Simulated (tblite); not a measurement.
**C$_{6}$H$_{13}$NSi: geometry relaxation (part 1 of 2)**

System: C$_{6}$H$_{13}$NSi, SMILES C1C[SiH2]N(C2CC2)C1.
Method: GFN2-xTB geometry optimisation, gas phase (tblite 0.8.0).

It belongs to a series of runs on one base structure; here: H on N replaced by cPr.

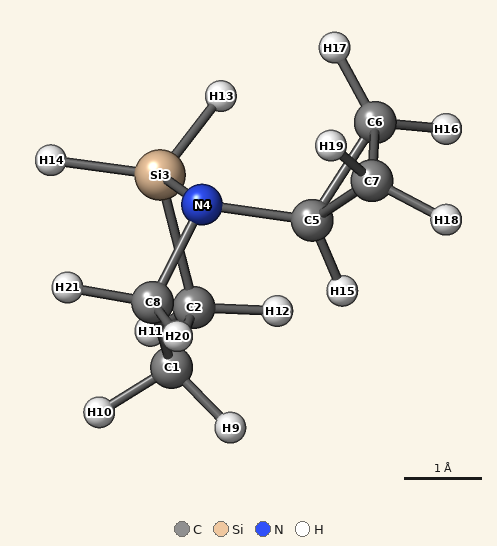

Fig. 1: The structure as given in the input (ball-and-stick view, seen at a tilt; atoms are numbered from 1 in the order of the input). Bond lengths as drawn: C–C 1.47 to 1.53 Å, C–H 1.08 to 1.14 Å, C–N 1.44 to 1.46 Å, C–Si 1.90 Å, H–Si 1.45 Å and N–Si 1.79 Å.

**Results in brief**

- outcome: converged
- total energy: −656.6964 eV
- hardware: 1 CPU thread, shared host
- wall time: 0.98 s
- peak memory: 0.18 GiB

**The input**
```
{"job": {"kind": "relax", "xc": "GFN2-xTB", "basis": "xTB"}, "charge": 0, "multiplicity": 1}
C     -1.607300    -1.088100     0.191500
C     -1.892600     0.089500    -0.715300
Si    -0.991900     1.437100     0.274200
N      0.254100     0.282500     0.852700
C      1.052300    -0.163700    -0.281600
C      2.043100     0.874800    -0.812400
C      2.534500    -0.354000    -0.053600
C     -0.625500    -0.788900     1.246700
H     -1.340700    -2.018900    -0.373500
H     -2.602000    -1.335100     0.684600
H     -2.943600     0.293400    -0.873200
H     -1.358500    -0.073500    -1.672600
H     -0.453100     2.475400    -0.587000
H     -1.867500     1.922400     1.319400
H      0.600700    -0.863700    -0.996400
H      2.225400     0.861800    -1.880200
H      2.136800     1.848100    -0.273400
H      3.047000    -1.077400    -0.733500
H      2.953900    -0.210100     0.959200
H      0.005600    -1.652400     1.550300
H     -1.179600    -0.442300     2.173400
```

The first line tells a small driver script what to run in tblite; the rest is the geometry in Å.

Command:
```bash
OMP_NUM_THREADS=1 python <driver script> task.json out
```

**The program's output**
```
step      E/eV     max force
  0    -655.52597    3.886
  1    -655.84202    0.765
  2    -655.90678    0.639
  3    -655.95985    0.457
  4    -655.98250    0.421
  5    -656.00968    0.319
  6    -656.02746    0.304
  7    -656.04100    0.275
  8    -656.05124    0.228
  9    -656.06223    0.257
 10    -656.07244    0.258
 11    -656.08065    0.210
 12    -656.08780    0.174
 13    -656.09611    0.238
 14    -656.10552    0.269
 15    -656.11329    0.180
 16    -656.11890    0.159
 17    -656.12509    0.174
 18    -656.13385    0.301
 19    -656.14549    0.355
 20    -656.15933    0.322
 21    -656.17485    0.351
 22    -656.19210    0.317
 23    -656.21048    0.369
 24    -656.22695    0.314
 25    -656.23848    0.218
 26    -656.24847    0.191
 27    -656.25997    0.283
 28    -656.26983    0.295
 29    -656.27604    0.253
 30    -656.28424    0.266
 31    -656.29271    0.254
 32    -656.30553    0.299
 33    -656.31479    0.261
 34    -656.32563    0.236
 35    -656.33563    0.224
 36    -656.34510    0.326
 37    -656.35311    0.467
 38    -656.36523    0.280
 39    -656.37417    0.170
 40    -656.38225    0.194
 41    -656.39293    0.293
 42    -656.40116    0.335
 43    -656.41124    0.212
 44    -656.41752    0.284
 45    -656.42588    0.180
 46    -656.43715    0.208
 47    -656.45049    0.231
 48    -656.46538    0.284
 49    -656.47765    0.289
 50    -656.48839    0.413
 51    -656.49693    0.295
 52    -656.50667    0.222
 53    -656.52054    0.288
 54    -656.52996    0.233
 55    -656.54262    0.227
 56    -656.55355    0.204
 57    -656.56273    0.255
 58    -656.57243    0.291
 59    -656.58165    0.281
 60    -656.59405    0.219
 61    -656.59828    0.198
 62    -656.60457    0.175
 63    -656.60968    0.158
 64    -656.61322    0.110
 65    -656.61542    0.118
 66    -656.61775    0.132
 67    -656.62035    0.185
 68    -656.62317    0.198
 69    -656.62611    0.123
 70    -656.62931    0.112
 71    -656.63266    0.123
 72    -656.63592    0.144
 73    -656.63891    0.164
 74    -656.64208    0.142
 75    -656.64529    0.114
 76    -656.64794    0.112
 77    -656.64975    0.081
 78    -656.65123    0.080
 79    -656.65279    0.083
 80    -656.65447    0.097
 81    -656.65607    0.090
 82    -656.65732    0.055
 83    -656.65815    0.057
 84    -656.65874    0.055
 85    -656.65932    0.050
 86    -656.65984    0.047
 87    -656.66041    0.051
 88    -656.66094    0.046
 89    -656.66138    0.041
 90    -656.66181    0.040
 91    -656.66230    0.055
 92    -656.66280    0.059
 93    -656.66320    0.037
 94    -656.66349    0.040
 95    -656.66377    0.039
 96    -656.66412    0.050
 97    -656.66455    0.049
 98    -656.66503    0.044
 99    -656.66558    0.051
100    -656.66628    0.056
101    -656.66717    0.068
102    -656.66808    0.064
103    -656.66887    0.057
104    -656.66957    0.051
105    -656.67033    0.063
106    -656.67122    0.064
107    -656.67207    0.069
108    -656.67272    0.044
109    -656.67315    0.045
110    -656.67352    0.043
111    -656.67391    0.043
112    -656.67442    0.044
113    -656.67495    0.048
114    -656.67552    0.060
115    -656.67609    0.060
116    -656.67664    0.044
117    -656.67710    0.049
118    -656.67750    0.050
119    -656.67786    0.046
120    -656.67822    0.040
121    -656.67862    0.037
122    -656.67902    0.035
123    -656.67949    0.053
124    -656.67998    0.059
125    -656.68046    0.043
126    -656.68090    0.042
127    -656.68140    0.049
128    -656.68211    0.077
129    -656.68323    0.105
130    -656.68486    0.109
131    -656.68668    0.096
132    -656.68791    0.071
133    -656.68811    0.105
134    -656.68932    0.052
135    -656.68985    0.051
136    -656.69103    0.060
137    -656.69187    0.071
138    -656.69307    0.075
139    -656.69414    0.074
140    -656.69520    0.057
141    -656.69563    0.058
142    -656.69598    0.042
143    -656.69621    0.025
144    -656.69632    0.017
145    -656.69635    0.017
146    -656.69637    0.010
147    -656.69639    0.009
```

**Trajectory as extended XYZ (Å, eV, eV/Å), 10 of the 148 frames kept, from step=0 to step=147**
```
21
Properties=species:S:1:pos:R:3:forces:R:3 step=0 energy=-655.52597
C    -1.6073   -1.0881    0.1915   -3.0340  -2.3330  -0.6740
C    -1.8926    0.0895   -0.7153    0.9030   0.4330  -0.3850
Si   -0.9919    1.4371    0.2742    0.6400   0.1500  -0.4120
N     0.2541    0.2825    0.8527   -0.5500   0.5730  -1.1550
C     1.0523   -0.1637   -0.2816    1.2190   0.9110   0.3500
C     2.0431    0.8748   -0.8124   -0.0480  -0.4760   0.9260
C     2.5345   -0.3540   -0.0536    0.3270   0.1220  -0.5640
C    -0.6255   -0.7889    1.2467    0.9320  -0.0180   2.4710
H    -1.3407   -2.0189   -0.3735   -0.1170   0.6880   0.2370
H    -2.6020   -1.3351    0.6846    0.9750  -0.0690  -0.3490
H    -2.9436    0.2934   -0.8732   -0.0090  -0.3050  -0.2260
H    -1.3585   -0.0735   -1.6726   -0.6630   0.2940   0.2690
H    -0.4531    2.4754   -0.5870    0.1070   0.0910   0.0670
H    -1.8675    1.9224    1.3194    0.0540   0.0830   0.3470
H     0.6007   -0.8637   -0.9964    0.0810   0.4630   0.2970
H     2.2254    0.8618   -1.8802   -0.0100   0.3350   0.2140
H     2.1368    1.8481   -0.2734   -0.3220  -1.0090  -0.7440
H     3.0470   -1.0774   -0.7335   -0.3990   0.4080   1.0800
H     2.9539   -0.2101    0.9592   -0.3300  -0.2290  -0.8940
H     0.0056   -1.6524    1.5503   -0.4140   0.2200  -0.1720
H    -1.1796   -0.4423    2.1734    0.6580  -0.3330  -0.6830
21
Properties=species:S:1:pos:R:3:forces:R:3 step=16 energy=-656.11890
C    -1.7300   -1.1525    0.1954   -0.0020  -0.0170  -0.0280
C    -2.0032    0.0737   -0.6899   -0.0450   0.0240  -0.0310
Si   -1.0241    1.4603    0.1884    0.0800   0.0280   0.0370
N     0.1772    0.3110    0.7327    0.0890   0.0130  -0.0100
C     1.1048   -0.1037   -0.2745    0.0600   0.0110  -0.0830
C     2.1104    0.8635   -0.7997    0.1230   0.0040  -0.0040
C     2.5610   -0.3269    0.0004    0.0440   0.0420   0.0060
C    -0.6200   -0.8017    1.2117    0.0570   0.0040   0.0620
H    -1.3962   -1.9909   -0.4160   -0.1130  -0.0900  -0.0250
H    -2.6297   -1.4526    0.7318    0.0190  -0.0470  -0.0220
H    -3.0629    0.2175   -0.8668   -0.1060   0.0550   0.1050
H    -1.5502   -0.0935   -1.6684   -0.0380   0.0900  -0.0600
H    -0.3990    2.5082   -0.5974   -0.0510   0.0060  -0.1490
H    -1.6453    1.9804    1.4023   -0.1020   0.0160   0.0170
H     0.6931   -0.7847   -1.0184   -0.0510  -0.0160  -0.0100
H     2.2873    0.9033   -1.8635    0.0670  -0.0160   0.0030
H     2.1801    1.8170   -0.2999   -0.0400   0.0140  -0.0420
H     3.0270   -1.1557   -0.5143    0.0800   0.0650   0.0620
H     2.9594   -0.1200    0.9804   -0.0790  -0.0870   0.0520
H     0.0267   -1.6546    1.4167    0.0290  -0.0750   0.0190
H    -1.0754   -0.4811    2.1486   -0.0200  -0.0250   0.1000
21
Properties=species:S:1:pos:R:3:forces:R:3 step=33 energy=-656.31479
C    -1.8389   -1.1671    0.1790   -0.2200  -0.0760  -0.1170
C    -2.3492    0.1328   -0.4724   -0.0140   0.0060  -0.0760
Si   -1.0443    1.4373    0.0350   -0.0700   0.0110  -0.0590
N     0.1562    0.2471    0.4011    0.0600   0.1360   0.0180
C     1.2700   -0.1062   -0.4095    0.0410   0.0300  -0.0410
C     2.3568    0.8683   -0.7195    0.0910  -0.0090   0.0620
C     2.6137   -0.2428    0.2548   -0.0980  -0.1280   0.0080
C    -0.5465   -0.8910    0.9660   -0.0010   0.0590   0.0870
H    -1.6335   -1.9076   -0.5963   -0.0090  -0.0200   0.0000
H    -2.5896   -1.5928    0.8493    0.0560   0.0210  -0.0580
H    -3.3806    0.3483   -0.1861    0.1850  -0.0120  -0.0030
H    -2.3361    0.0228   -1.5641   -0.1230   0.0270   0.2140
H    -0.6542    2.3580   -1.0291    0.0250  -0.0550   0.0610
H    -1.3858    2.1027    1.3016    0.0220   0.0150  -0.0870
H     1.0298   -0.7876   -1.2228    0.0520  -0.2220   0.0300
H     2.8258    0.7770   -1.6888   -0.0470   0.1450  -0.0010
H     2.2785    1.8738   -0.3443   -0.0080   0.0470   0.0380
H     3.2575   -1.0621   -0.0306    0.0330   0.0640  -0.0050
H     2.6530    0.0105    1.3051    0.0180  -0.0110  -0.0880
H     0.1120   -1.7624    0.9677   -0.0340   0.0170   0.0780
H    -0.8033   -0.6422    2.0033    0.0420  -0.0470  -0.0610
21
Properties=species:S:1:pos:R:3:forces:R:3 step=49 energy=-656.47765
C    -1.9412   -1.1921    0.1124   -0.0340  -0.0480   0.0140
C    -2.5290    0.1985   -0.1597   -0.0060  -0.0560  -0.0780
Si   -1.0037    1.3528   -0.2838   -0.1480   0.1770   0.1520
N     0.1093    0.0722   -0.0566   -0.0450   0.0690  -0.0210
C     1.4313   -0.1670   -0.4942    0.0500  -0.1520   0.0820
C     2.4600    0.9124   -0.5651   -0.1090   0.0240  -0.0430
C     2.6040   -0.1690    0.4613   -0.0560  -0.0480  -0.0670
C    -0.5405   -0.9958    0.6822    0.1060   0.0560   0.1860
H    -1.8723   -1.7789   -0.8050   -0.0080   0.1070  -0.0770
H    -2.5631   -1.7502    0.8150    0.0400  -0.0370  -0.0140
H    -3.1920    0.4814    0.6629    0.1240   0.0640  -0.1540
H    -3.1348    0.1740   -1.0654   -0.0140   0.0770   0.0800
H    -0.7519    2.1351   -1.4933   -0.0200  -0.1740   0.0000
H    -1.0801    2.2710    0.8813    0.1000  -0.0100  -0.1080
H     1.4648   -0.9401   -1.2609    0.1480  -0.0090  -0.1120
H     3.1249    0.9445   -1.4144    0.0250  -0.0540   0.0160
H     2.1643    1.8821   -0.2081   -0.0520   0.1540   0.0290
H     3.3594   -0.9268    0.3081    0.0050   0.0510   0.0580
H     2.4417    0.0914    1.4975   -0.0520  -0.0170  -0.0910
H     0.0686   -1.8997    0.6623   -0.0280  -0.0890  -0.1280
H    -0.6287   -0.6788    1.7229   -0.0250  -0.0820   0.2760
21
Properties=species:S:1:pos:R:3:forces:R:3 step=65 energy=-656.61542
C    -1.9785   -1.1610    0.0934   -0.0090   0.0240   0.0020
C    -2.4794    0.2803    0.0791   -0.0650   0.0470  -0.0640
Si   -0.9393    1.2609   -0.4621    0.0260   0.0250  -0.0050
N     0.1027   -0.0706   -0.1799    0.0180   0.0350   0.0040
C     1.4713   -0.2121   -0.5134    0.0180  -0.0340   0.0440
C     2.3726    0.9807   -0.4670    0.0240  -0.0010  -0.0110
C     2.5261   -0.1041    0.5558   -0.0060   0.0020   0.0360
C    -0.5412   -1.1187    0.5955    0.0040  -0.0050  -0.0580
H    -1.9623   -1.5384   -0.9304   -0.0360  -0.0400  -0.0070
H    -2.6076   -1.8178    0.6914   -0.0140  -0.0430   0.1090
H    -2.8128    0.5813    1.0730    0.0700  -0.0260  -0.0030
H    -3.3408    0.3807   -0.5776    0.0230   0.0470  -0.0320
H    -0.8511    1.6674   -1.8663   -0.0580   0.0030   0.0150
H    -0.7249    2.4198    0.4214   -0.0160   0.0380  -0.0070
H     1.6560   -0.9312   -1.3130    0.0040  -0.0300   0.0600
H     3.1310    1.0853   -1.2282   -0.0080  -0.0340  -0.0030
H     1.9375    1.9171   -0.1601   -0.0120   0.0210   0.0540
H     3.3932   -0.7474    0.5061   -0.0470   0.0150  -0.0240
H     2.1895    0.0942    1.5628    0.0160   0.0400  -0.0410
H    -0.0312   -2.0729    0.4514    0.0600  -0.0250  -0.0560
H    -0.5197   -0.8767    1.6674    0.0070  -0.0590  -0.0140
```
